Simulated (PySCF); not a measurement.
The calculation's input:

```
{"job": {"kind": "uv", "xc": "B3LYP", "basis": "def2-SVPD", "nstates": 8, "ntriplets": 3}, "charge": 0, "multiplicity": 1}
C     -2.384821     0.884548    -0.092358
C     -1.547704     0.066971    -0.728504
C     -0.186469    -0.178099    -0.341759
C      0.722161    -0.960795    -0.965968
C      1.971651    -0.956558    -0.236167
C      1.864088    -0.169404     0.840499
C      0.503220     0.468717     0.842997
F     -0.162782     0.340957     2.038804
H     -3.398882     1.019554    -0.425765
H     -2.090988     1.434098     0.785312
H     -1.879647    -0.477626    -1.603683
H      0.556553    -1.525521    -1.865724
H      2.836540    -1.521503    -0.534576
H      2.593243     0.031002     1.601838
H      0.599423     1.551647     0.663141
```

Command:

```sh
OMP_NUM_THREADS=1 python probes_run.py task.json out
```

Geometry: GFN2-xTB.

Level of theory: B3LYP/def2-SVPD, SCF density, gas phase (PySCF).

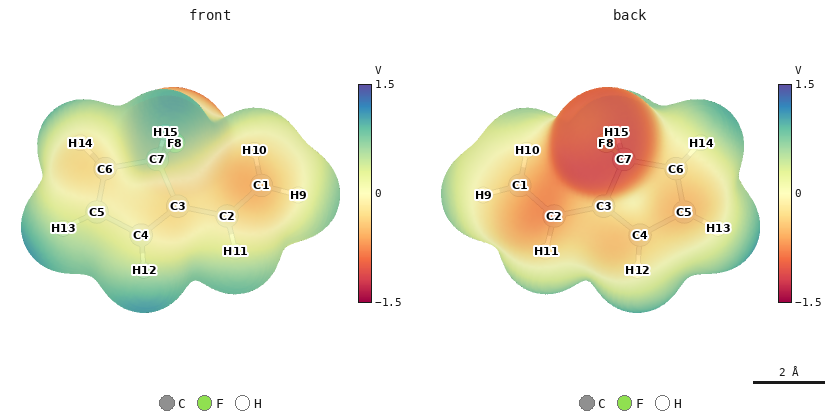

C$_{7}$H$_{7}$F. The electrostatic potential painted on the density surface at 0.002 e/bohr³, seen from the front and from behind; the colour scale runs from red (negative) to blue (positive).

> Which sites attract a positive test charge, and which a negative one?

A positive charge is drawn to the negative regions and a negative charge to the positive ones. The most negative region (about −1.1 V) lies over F8, the most positive (about +1.0 V) over H12 and H13.

> How polar is the molecule by this calculation?

Its dipole moment is 1.85 D.
